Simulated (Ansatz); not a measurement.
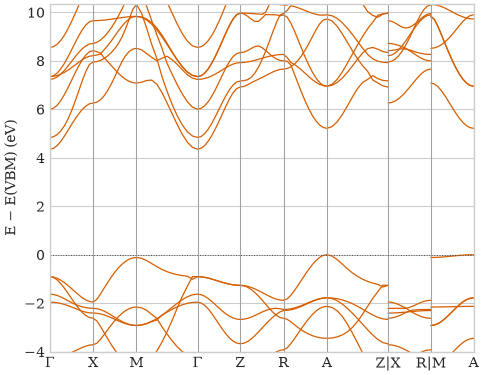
*Band structure from plane-wave PAW r²SCAN (Ansatz code)*

Read off the gap and where the band edges lie.

About 4.4 eV (4.35 eV by a search for the band edges); maximum at A, minimum at Γ.

Which of these materials gives this?
A. C, P4_32_12 (C on 4a, C on 8b)
B. SiO2, P4_32_12 (Si on 4a, O on 8b)
C. SiO2, P4_12_12 (Si on 4a, O on 8b)
D. SrAlO2F, P4/mmm (Sr on 1d, Al on 1a, O on 2f, F on 1b)

D, SrAlO2F, P4/mmm (Sr on 1d, Al on 1a, O on 2f, F on 1b)

The start of the workflow was typed in or built on a structure type; neither database checked (COD, Materials Project) lists it. Its standing as an ambient phase is unchecked. The cell was relaxed with r²SCAN under the symmetry of its start; whether a distortion lowers the energy is not shown. Spin–orbit coupling is left out wherever it is not named.

Potentials: the earlier of the program's two PAW sets. The files were generated under PBE; for other functionals the program regenerates the frozen cores, and for LDA and PBEsol the local potential too.
